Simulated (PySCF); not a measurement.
ClH$_{3}$HfO$_{3}$, SMILES `O[Hf](O)(O)Cl`.

Computed with PySCF, B3LYP/def2-SVPD, geometry: GFN2-xTB. Core potentials replace the inner electrons of Hf; spin–orbit coupling isn't included. This is a single-reference result, which may miss multireference character in this system. No frequency check shows the geometry to be a minimum. GFN2-xTB bond lengths at metals and heavier atoms can be off by up to 0.1 Å and shapes distorted, which carries into these values.

Coordinates in Å:

```
O1      -0.9340   -0.5653   -1.5757
Hf2     -0.1164    0.0001    0.0002
O3      -0.9363    1.6462    0.2976
O4      -0.9366   -1.0819    1.2762
Cl5      2.1262    0.0000    0.0005
H6      -1.7670   -0.1432   -1.8120
H7      -1.7699    1.6388    0.7802
H8      -1.7694   -1.4971    1.0274
```

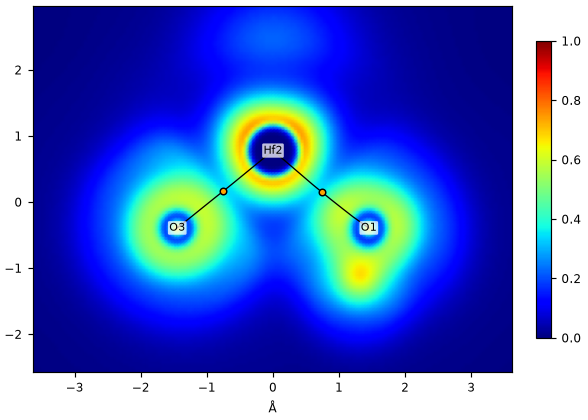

Localised orbital locator (LOL) in the plane of O1, Hf2 and O3, with bond paths and bond critical points (dots).

### Rank the bonds in the plane by LOL at their critical points.

Hf2–O3 and O1–Hf2: about 0.36. Values above 0.5 mark slow, localised electrons, as in shared pairs; low values at a critical point mark a polar or closed-shell contact whose critical point lies between the shells.
